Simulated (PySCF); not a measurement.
# C$_{4}$H$_{13}$NO$_{2}$Si$_{2}$: what the fields show

```yaml
atoms:
  - { symbol: C, position_ang: [2.3789, -2.0262, 0.1785] }
  - { symbol: C, position_ang: [1.9813, -0.8036, -0.1384] }
  - { symbol: C, position_ang: [2.6974, 0.4080, 0.3781] }
  - { symbol: O, position_ang: [1.9130, 1.5406, 0.0642] }
  - { symbol: Si, position_ang: [0.4739, -0.3720, -1.1972] }
  - { symbol: O, position_ang: [-0.1731, -1.7448, -1.8236] }
  - { symbol: Si, position_ang: [-0.9597, 0.8587, 0.1038] }
  - { symbol: N, position_ang: [-2.5381, 0.1885, -0.1165] }
  - { symbol: C, position_ang: [-3.7066, 0.7024, 0.5539] }
  - { symbol: H, position_ang: [1.8695, -2.8929, -0.2067] }
  - { symbol: H, position_ang: [3.2301, -2.2206, 0.8162] }
  - { symbol: H, position_ang: [2.8573, 0.3373, 1.4643] }
  - { symbol: H, position_ang: [3.6834, 0.4865, -0.1044] }
  - { symbol: H, position_ang: [2.3594, 2.3405, 0.3581] }
  - { symbol: H, position_ang: [0.9530, 0.2103, -2.4518] }
  - { symbol: H, position_ang: [-0.5672, -2.3999, -1.2547] }
  - { symbol: H, position_ang: [-0.7644, 0.7553, 1.5630] }
  - { symbol: H, position_ang: [-0.8932, 2.3062, -0.1858] }
  - { symbol: H, position_ang: [-2.7702, -0.1632, -1.0337] }
  - { symbol: H, position_ang: [-4.4898, -0.0579, 0.5922] }
  - { symbol: H, position_ang: [-4.1152, 1.5956, 0.0672] }
  - { symbol: H, position_ang: [-3.4302, 0.9705, 1.5709] }
```

Geometry: GFN2-xTB.

The calculation used PBE0/pcSseg-1, SCF density, gas phase, non-relativistic in PySCF.

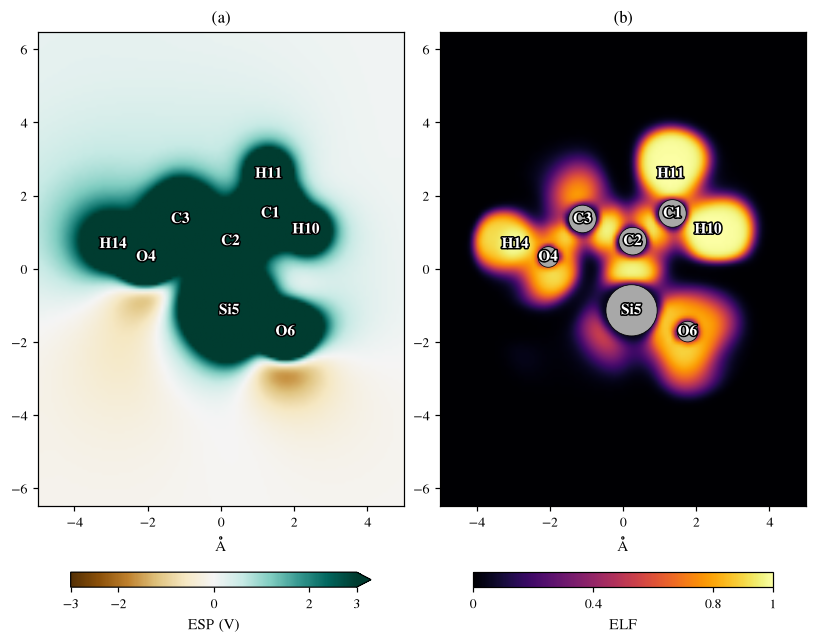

Figure 1. (a) molecular electrostatic potential; (b) electron localisation function on the plane of atoms H10, C1 and H11. Grey discs cover the atomic cores in the ELF map.

Question: What does the map show?

Answer: The section cuts through C, O, Si and H sites. C–C (1.32 Å): the ELF peaks at about 0.90 between the atoms; a short, multiple covalent bond. C–O (1.41 Å): the ELF peaks at about 0.90 between the atoms (a polar covalent bond). Si–O (1.64 Å): the ELF peaks at about 0.85 between the atoms (a polar covalent bond). C–Si (1.89 Å): the ELF peaks at about 0.95 between the atoms: a covalent bond. The ELF also peaks beside O6 and O4, away from the bonds: lone-pair regions. Outside the dense part of the molecule the potential is most negative (−1.6 V) near O6.

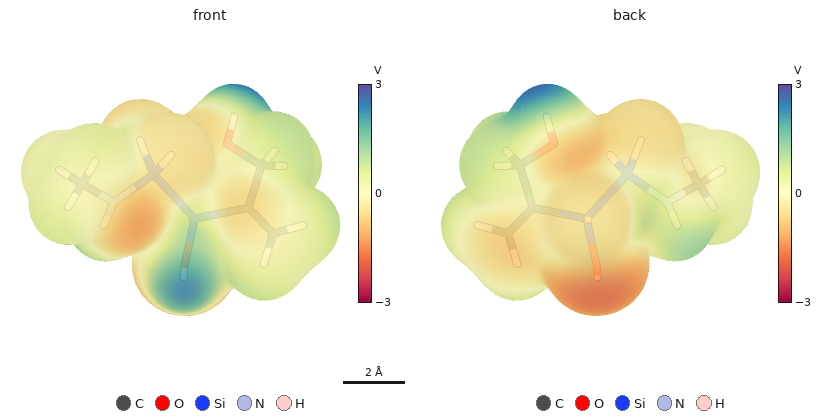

Figure 2. The molecular electrostatic potential painted on the density surface at 0.002 e/bohr³, seen from the front and from behind; red is negative and blue positive.

Question: Where is the surface potential most negative and most positive?

Answer: The most negative region (about −1.7 V) lies over O6, the most positive (about +2.5 V) over H14. O6 is the likeliest acceptor of a hydrogen bond.
